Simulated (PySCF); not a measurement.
C7H7 (cation, charge +1), SMILES c1ccc[cH+]cc1 at its GFN2-xTB optimised geometry (Å):

```
14

C     -0.6955    -1.5773     0.0000
C      0.6955    -1.5773     0.0000
C      1.5628    -0.4897     0.0000
C      1.2533     0.8664     0.0000
C      0.0000     1.4699    -0.0007
C     -1.2532     0.8664    -0.0013
C     -1.5628    -0.4897    -0.0007
H     -1.1659    -2.5539     0.0007
H      1.1658    -2.5539     0.0003
H      2.6195    -0.7310     0.0002
H      2.1007     1.5422     0.0002
H     -0.0001     2.5539    -0.0007
H     -2.1007     1.5422    -0.0019
H     -2.6195    -0.7309    -0.0006
```

Calculation: CAM-B3LYP/def2-TZVP (PySCF).

Map of the Laplacian of the electron density (e/bohr⁵) on the plane z = 0.6 Å:

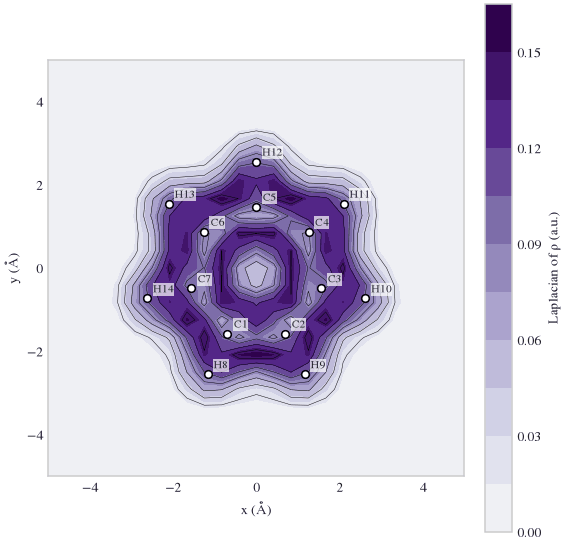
Laplacian of the electron density (e/bohr⁵) on the plane z = 0.6 Å.
